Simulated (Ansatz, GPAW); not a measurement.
# A 2-layer slab of Pd(100): converging a work function, part 2 of 2

How do cutoff, mesh, smearing and the dipole layer change the work function of a 2-layer slab of Pd(100)?

GPAW 26.7.0 and Ansatz 0.2.0; Ansatz plane waves; slab in vacuum with a dipole correction, relaxation (the session's first sound run).

So far, upper work function (eV): step 2 (relaxing the atoms, PBE) 5.09; step 3 (plane waves, PBE) 5.09.

## (6) Cutoff 700: ecut = 700

Level of this step: GPAW, PAW setups; slab in vacuum (GPAW).

The cutoff limits how sharply the smooth valence waves can vary, which tells mostly near the atoms.

run.py

```python
import json
import numpy as np
from ase import Atoms
from gpaw import GPAW, PW

slab = Atoms(
    ['Pd', 'Pd'],
    positions=[
        [1.37532, 1.37532, 7.00000],
        [0.00000, 0.00000, 8.94500]],
    cell=[[2.75065, 0.0, 0.0], [0.0, 2.75065, 0.0], [0.0, 0.0, 15.945]],
    pbc=[True, True, False])

slab.calc = GPAW(mode=PW(700), xc='PBE', kpts={'size': (11, 11, 1), 'gamma': True},
                 occupations={'name': 'fermi-dirac', 'width': 0.1}, nbands='140%',
                 convergence={'density': 1e-05}, maxiter=200,
                 poissonsolver={'dipolelayer': 'xy'},
                 symmetry={'tolerance': 1e-3}, txt='slab.txt')
result = {}
energy = slab.get_potential_energy()
fermi = slab.calc.get_fermi_level()
v = slab.calc.get_electrostatic_potential().mean((0, 1)) - fermi
n = slab.calc.get_pseudo_density().mean((0, 1))
L = slab.cell[2, 2]
z = np.arange(len(v)) * L / len(v)
low, high = slab.positions[:, 2].min(), slab.positions[:, 2].max()
below, above = np.interp([low - 4.8, high + 4.8], z, v)
slopes = [np.interp(x, z, np.gradient(v, z)) for x in (low - 4.8, high + 4.8)]
eps = np.array([[slab.calc.get_eigenvalues(k, s) for k in range(len(slab.calc.get_ibz_k_points()))]
                for s in range(slab.calc.get_number_of_spins())]) - fermi
top, bottom = eps[eps < 0].max(), eps[eps > 0].min()
dipole = slab.get_dipole_moment()[2]
print(f'energy {energy:.4f} eV, Fermi level {fermi:.4f} eV, dipole {dipole:.5f} e A')
print(f'potential 4.8 A off the faces, from the Fermi level: lower {below:.4f} eV, upper {above:.4f} eV')
print(f'slope of the potential there: lower {slopes[0]:.5f}, upper {slopes[1]:.5f} eV/A')
print(f'nearest levels on the mesh: {top:.4f} and {bottom:.4f} eV')
print('magnetic moment', round(slab.get_magnetic_moment(), 3))
result.update(energy=energy, fermi=fermi, dipole=dipole, below=below, above=above, slopes=slopes, edges=[top, bottom],
              z=z.tolist(), v=v.tolist(), n=n.tolist(), positions=slab.positions.tolist(),
              forces=slab.get_forces(apply_constraint=False).tolist(), moments=slab.get_magnetic_moments().tolist())
json.dump(result, open('result.json', 'w'))
```

On the command line:

```sh
$ OMP_NUM_THREADS=1 OPENBLAS_NUM_THREADS=2 python run.py
```

What it wrote:

```text
energy -6.3172 eV, Fermi level -1.5197 eV, dipole -0.00000 e A
potential 4.8 A off the faces, from the Fermi level: lower 5.0854 eV, upper 5.0854 eV
slope of the potential there: lower -0.00036, upper 0.00036 eV/A
nearest levels on the mesh: -0.0134 and 0.0085 eV
magnetic moment 0.0
```

Elapsed: 40 s, on 2 threads of Arm Neoverse V2, shared host; peak memory 0.23 GiB.

Numbers from this step:

```yaml
dipole_along_the_normal: -3.20e-6 e·Å
levels_nearest_the_fermi_level_on_the_mesh: -0.01339, 0.008519 eV from the Fermi level
upper_work_function: 5.085 eV
lower_work_function: 5.085 eV
```

The electrostatic potential energy of an electron (without an applied field's), less the Fermi level, planar mean by z:

```tsv
z (Å)	electrostatic potential energy of an electron (without an applied field's), less the Fermi level, planar mean (eV)
0	5.09
1	5.09
2	5.09
3	5.08
4	5.07
5	4.87
6	1.82
7	-19.2
8	-0.855
9	-18.9
10	2.30
11	4.90
12	5.07
13	5.08
14	5.09
15	5.09
```

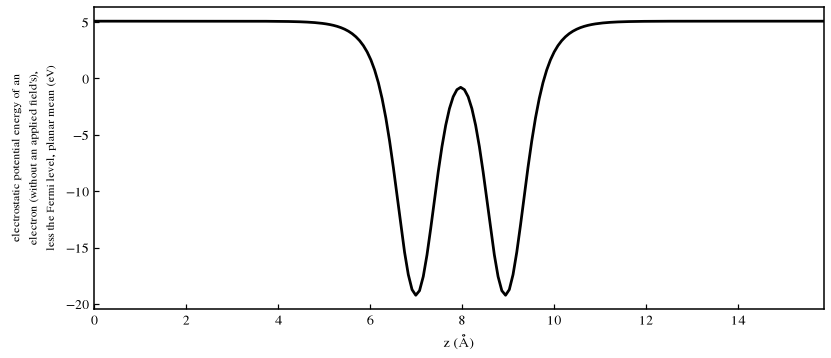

Electrostatic potential energy of an electron (without an applied field's), less the Fermi level, planar mean against z.

The pseudo valence density, planar mean by z:

```tsv
z (Å)	pseudo valence density, planar mean (e/Å³)
3	4.5e-5
4	6.0e-4
5	0.00856
6	0.154
7	2.40
8	0.360
9	2.29
10	0.132
11	0.00741
12	5.2e-4
13	3.8e-5
```

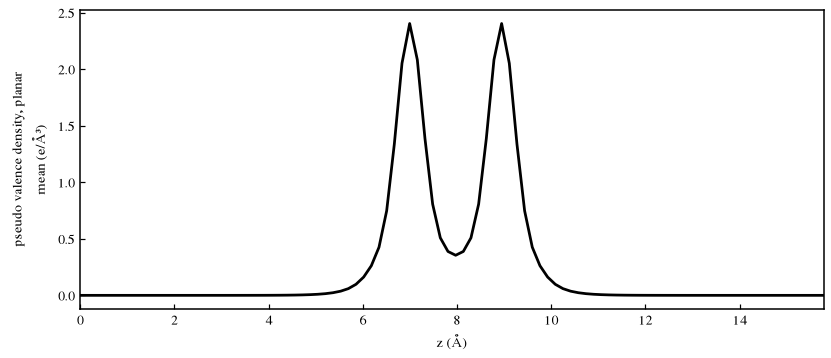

Pseudo valence density, planar mean against z.

The upper face's work function is 5.085 eV, against 5.087 eV in the first plane-wave PBE run at this geometry.

## (7) K mesh 4×4

The mesh in the plane samples the bands: a metal's Fermi level needs it dense, and band edges must lie on it.

Edit run.py of step 6 so:

```diff
@@ -13,3 +13,3 @@
 
-slab.calc = GPAW(mode=PW(700), xc='PBE', kpts={'size': (11, 11, 1), 'gamma': True},
+slab.calc = GPAW(mode=PW(400), xc='PBE', kpts={'size': (4, 4, 1), 'gamma': True},
                  occupations={'name': 'fermi-dirac', 'width': 0.1}, nbands='140%',
```

What it wrote:

```text
energy -6.3499 eV, Fermi level -1.6076 eV, dipole -0.00000 e A
potential 4.8 A off the faces, from the Fermi level: lower 5.1844 eV, upper 5.1844 eV
slope of the potential there: lower -0.00046, upper 0.00046 eV/A
nearest levels on the mesh: -0.0245 and 0.0912 eV
magnetic moment 0.0
```

Elapsed: 6.9 s, on 2 threads; peak memory 0.15 GiB.

The run finished with changed settings (kpts = [4, 4]); it serves as a test.

Side by side:

```tsv
quantity	this run	sound run	difference
upper work function (eV)	5.1844	5.0873	0.0971
lower work function (eV)	5.1844	5.0871	0.0973
```

The two runs differ clearly in the lower work function: 5.18 eV against 5.09 eV.

## (8) K mesh 7×7

The mesh in the plane samples the bands: a metal's Fermi level needs it dense, and band edges must lie on it.

Edit run.py of step 7 so:

```diff
@@ -13,3 +13,3 @@
 
-slab.calc = GPAW(mode=PW(400), xc='PBE', kpts={'size': (4, 4, 1), 'gamma': True},
+slab.calc = GPAW(mode=PW(400), xc='PBE', kpts={'size': (7, 7, 1), 'gamma': True},
                  occupations={'name': 'fermi-dirac', 'width': 0.1}, nbands='140%',
```

What it wrote:

```text
energy -6.2676 eV, Fermi level -1.4665 eV, dipole -0.00000 e A
potential 4.8 A off the faces, from the Fermi level: lower 5.0224 eV, upper 5.0224 eV
slope of the potential there: lower -0.00040, upper 0.00040 eV/A
nearest levels on the mesh: -0.0335 and 0.0454 eV
magnetic moment 0.0
```

Run time: 8.8 s. Hardware: 2 threads; peak memory 0.15 GiB.

The run finished with changed settings (kpts = [7, 7]); it serves as a test.

Side by side:

```tsv
quantity	this run	sound run	difference
upper work function (eV)	5.0224	5.0873	-0.0648
lower work function (eV)	5.0224	5.0871	-0.0647
```

One result that differs is the upper work function, 5.02 eV against 5.09 eV.

## (9) K mesh 16×16: kpts = [16, 16]

The mesh in the plane samples the bands: a metal's Fermi level needs it dense, and band edges must lie on it.

Edit run.py of step 8 so:

```diff
@@ -13,3 +13,3 @@
 
-slab.calc = GPAW(mode=PW(400), xc='PBE', kpts={'size': (7, 7, 1), 'gamma': True},
+slab.calc = GPAW(mode=PW(400), xc='PBE', kpts={'size': (16, 16, 1), 'gamma': True},
                  occupations={'name': 'fermi-dirac', 'width': 0.1}, nbands='140%',
```

What it wrote:

```text
energy -6.2407 eV, Fermi level -1.5163 eV, dipole -0.00001 e A
potential 4.8 A off the faces, from the Fermi level: lower 5.0844 eV, upper 5.0845 eV
slope of the potential there: lower -0.00041, upper 0.00041 eV/A
nearest levels on the mesh: -0.0084 and 0.0152 eV
magnetic moment 0.0
```

Wall time 35 s (2 threads); peak memory 0.19 GiB.

Numbers from this step:

| Item | Value |
| --- | --- |
| dipole along the normal | -8.21e-6 e·Å |
| levels nearest the Fermi level on the mesh | -0.008427, 0.01515 eV from the Fermi level |
| lower work function | 5.084 eV |

Table of electrostatic potential energy of an electron (without an applied field's), less the Fermi level, planar mean by z:

```tsv
z (Å)	electrostatic potential energy of an electron (without an applied field's), less the Fermi level, planar mean (eV)
0	5.08
1	5.08
2	5.08
3	5.08
4	5.07
5	4.87
6	1.80
7	-19.2
8	-0.885
9	-18.9
10	2.30
11	4.90
12	5.07
13	5.08
14	5.08
15	5.08
```

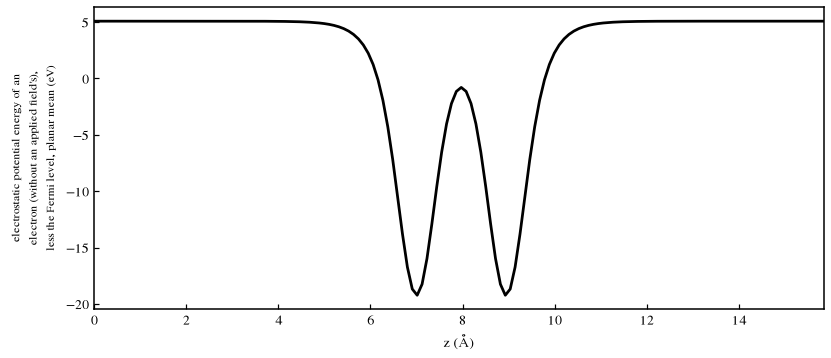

Electrostatic potential energy of an electron (without an applied field's), less the Fermi level, planar mean, plotted against z.

The upper face's work function is 5.085 eV, against 5.087 eV in the first plane-wave PBE run at this geometry.

## (10) Scheme Marzari-Vanderbilt, smearing 0.2

Smearing changes the occupations near the Fermi level, and with them the level itself. Smearing helps the SCF of a metal converge, but it blurs occupations at band edges near the Fermi level.

Edit run.py of step 9 so:

```diff
@@ -13,4 +13,4 @@
 
-slab.calc = GPAW(mode=PW(400), xc='PBE', kpts={'size': (16, 16, 1), 'gamma': True},
-                 occupations={'name': 'fermi-dirac', 'width': 0.1}, nbands='140%',
+slab.calc = GPAW(mode=PW(400), xc='PBE', kpts={'size': (11, 11, 1), 'gamma': True},
+                 occupations={'name': 'marzari-vanderbilt', 'width': 0.2}, nbands='140%',
                  convergence={'density': 1e-05}, maxiter=200,
```

What it wrote:

```text
energy -6.2259 eV, Fermi level -1.5346 eV, dipole -0.00000 e A
potential 4.8 A off the faces, from the Fermi level: lower 5.0999 eV, upper 5.0999 eV
slope of the potential there: lower -0.00039, upper 0.00039 eV/A
nearest levels on the mesh: -0.0085 and 0.0046 eV
magnetic moment 0.0
```

Wall time 17 s (2 threads); peak memory 0.16 GiB.

Numbers from this step:

```
dipole along the normal                    : -3.76e-6 e·Å
levels nearest the Fermi level on the mesh : -0.008466, 0.004571 eV from the Fermi level
upper work function                        : 5.100 eV
lower work function                        : 5.100 eV
```

The upper face's work function is 5.100 eV, against 5.087 eV in the first plane-wave PBE run at this geometry.

## (11) Cost and result by level

Times are for 2 threads of Arm Neoverse V2, shared host. The series side by side:

```tsv
no.	run	upper work function (eV)	time	memory (GiB)
1	pw	5.087	16 s	0.16
2	cutoff 700	5.085	40 s	0.23
3	k mesh 16×16	5.085	35 s	0.19
4	scheme Marzari-Vanderbilt, smearing 0.2	5.100	17 s	0.16
```

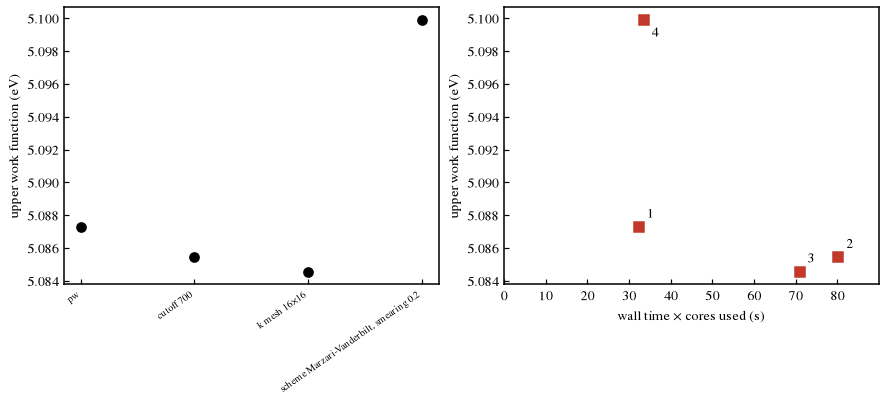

The series as plots; the last panel sets the first result against cost, with the runs numbered as in the table.

## (12) Without the dipole layer

The dipole layer is taken out and the cell repeats along the normal.

Edit run.py of step 10 so:

```diff
@@ -11,8 +11,7 @@
     cell=[[2.75065, 0.0, 0.0], [0.0, 2.75065, 0.0], [0.0, 0.0, 15.945]],
-    pbc=[True, True, False])
+    pbc=[True, True, True])
 
 slab.calc = GPAW(mode=PW(400), xc='PBE', kpts={'size': (11, 11, 1), 'gamma': True},
-                 occupations={'name': 'marzari-vanderbilt', 'width': 0.2}, nbands='140%',
+                 occupations={'name': 'fermi-dirac', 'width': 0.1}, nbands='140%',
                  convergence={'density': 1e-05}, maxiter=200,
-                 poissonsolver={'dipolelayer': 'xy'},
                  symmetry={'tolerance': 1e-3}, txt='slab.txt')
```

What it wrote:

```text
energy -6.2341 eV, Fermi level -1.5195 eV, dipole -0.00000 e A
potential 4.8 A off the faces, from the Fermi level: lower 5.0872 eV, upper 5.0872 eV
slope of the potential there: lower -0.00041, upper 0.00041 eV/A
nearest levels on the mesh: -0.0147 and 0.0089 eV
magnetic moment 0.0
```

Wall time 17 s (2 threads); peak memory 0.16 GiB.

The run finished with changed settings (dipole = false and pbc_z = true); it serves as a test.

Side by side:

```tsv
quantity	this run	sound run	difference
upper work function (eV)	5.0872	5.0873	-7.0e-5
lower work function (eV)	5.0872	5.0871	6.7e-5
```

## (13) Side by side

Results and costs are gathered.

This step: comparison of work functions, dipole and cost (GPAW 26.7.0).

Ladder, by row:

```tsv
step	code	work function, upper (eV)	work function, lower (eV)	dipole (e Å)	wall time (s)	peak memory (GiB)	threads
pw	GPAW	5.087	5.087	-9.52e-6	16.25	0.16	2
ecut200	GPAW	5.129	5.128	-4.29e-5	8.1	0.13	2
ecut300	GPAW	5.105	5.105	-8.67e-6	9.05	0.14	2
ecut700	GPAW	5.085	5.085	-3.20e-6	40.12	0.23	2
k4	GPAW	5.184	5.184	-3.85e-6	6.89	0.15	2
k7	GPAW	5.022	5.022	-4.00e-6	8.79	0.15	2
k16	GPAW	5.085	5.084	-8.21e-6	35.47	0.19	2
smear	GPAW	5.1	5.1	-3.76e-6	16.75	0.16	2
nodip	GPAW	5.087	5.087	-3.35e-6	17.34	0.16	2
```

## (14) A changed run

One more run, with changed settings.

This step: GPAW, PAW setups; slab in vacuum (GPAW 26.7.0).

Edit run.py of step 12 so:

```diff
@@ -11,7 +11,8 @@
     cell=[[2.75065, 0.0, 0.0], [0.0, 2.75065, 0.0], [0.0, 0.0, 15.945]],
-    pbc=[True, True, True])
+    pbc=[True, True, False])
 
-slab.calc = GPAW(mode=PW(400), xc='PBE', kpts={'size': (11, 11, 1), 'gamma': True},
+slab.calc = GPAW(mode=PW(100), xc='PBE', kpts={'size': (11, 11, 1), 'gamma': True},
                  occupations={'name': 'fermi-dirac', 'width': 0.1}, nbands='140%',
-                 convergence={'density': 1e-05}, maxiter=200,
+                 convergence={'density': 1e-05}, maxiter=75,
+                 poissonsolver={'dipolelayer': 'xy'},
                  symmetry={'tolerance': 1e-3}, txt='slab.txt')
```

What it wrote:

```text
energy 97.8393 eV, Fermi level -3.3388 eV, dipole 0.00030 e A
potential 4.8 A off the faces, from the Fermi level: lower 8.6816 eV, upper 8.6749 eV
slope of the potential there: lower -0.35508, upper 0.35522 eV/A
nearest levels on the mesh: -0.0306 and 0.0157 eV
magnetic moment 0.0
```

Run time: 7.9 s. Hardware: 2 threads; peak memory 0.12 GiB.

The run finished. A setting was moved off its sound value on purpose, so it serves as a test and not as the result.

The fault put into the input: a cutoff far too low (ecut = 100).

## (15) Outcome

```json
{"work function, both faces": "5.09 eV", "dipole along the normal": "-9.5e-6 e Å, near the numerical noise"}
```

In words: With plane waves and PBE the work function is 5.09 eV on the upper face and 5.09 eV on the lower. The other smearing (Marzari-Vanderbilt of 0.2 eV in place of Fermi-Dirac of 0.1) moves the two faces by 0.013 and 0.013 eV on the same mesh; a mesh is converged only for its smearing. Over the sound runs of the table the upper face's work function spans 5.085 (k16) to 5.100 eV (smear). The runs had no spin polarisation, so a magnetic state, which thin layers of d-metal atoms can have, wasn't tested. The slab is only 1.9 Å thick between its outer nuclei, so the values belong to this film more than to the surface of the bulk metal. The in-plane lattice was kept as typed, which isn't the functional's own and leaves some strain; spin-orbit coupling and temperature are left out.

[Logs are printed without paths, hosts, clocks, repeated set-up lines and the standing remarks that a program may print on its own settings, such as how far it seeks lower states.]

[Hosts, paths, dates, database ids (printed as entryN), source tags and the programs' standing remarks are cut or masked in the printed files.]
